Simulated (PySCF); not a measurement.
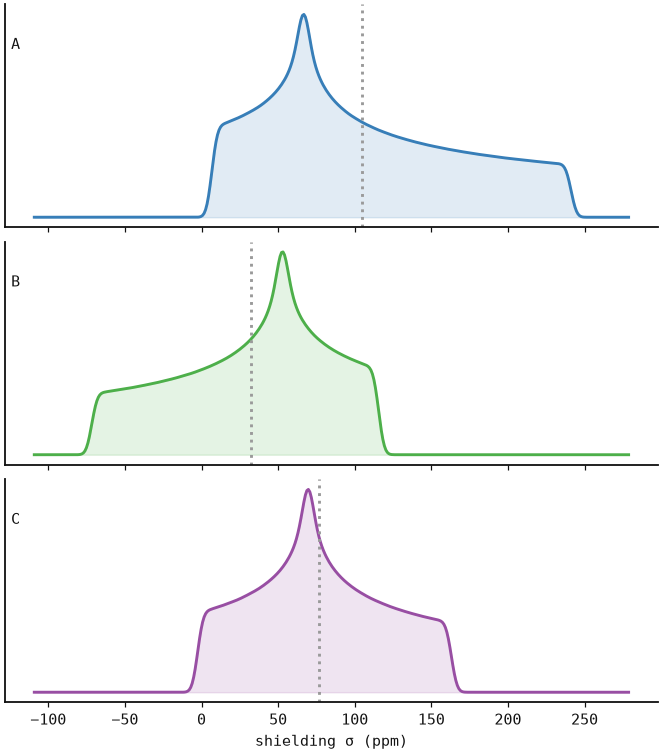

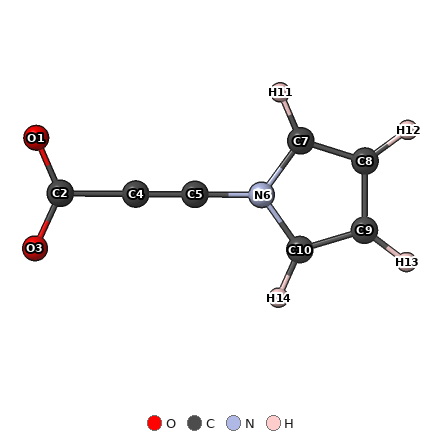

Static powder patterns (¹³C) from GIAO shielding tensors of C₇H₄NO₂⁻, SMILES O=C([O-])C#Cn1cccc1, PBE0/pcSseg-1, PySCF 2.14.0, at a GFN2-xTB geometry (no frequency check); absolute shielding, one fixed geometry of the isolated molecule without any motion, no dipolar terms. The dotted line is the isotropic value; skew is 3(σiso − σ22)/span.

The panels belong to C2, C4 and C9. Which is which?

Answer. panel A: C4, σ11, σ22, σ33 = 7, 67, 241 ppm, isotropic 105, span 234 ppm, skew 0.49; panel B: C2, σ11, σ22, σ33 = −72, 53, 116 ppm, isotropic 32, span 187 ppm, skew −0.33; panel C: C9, σ11, σ22, σ33 = −3, 70, 163 ppm, isotropic 77, span 166 ppm, skew 0.13.

Caveats: the tight-binding geometry is rougher than a DFT one and adds to the error; an anion in a basis that has no diffuse functions.
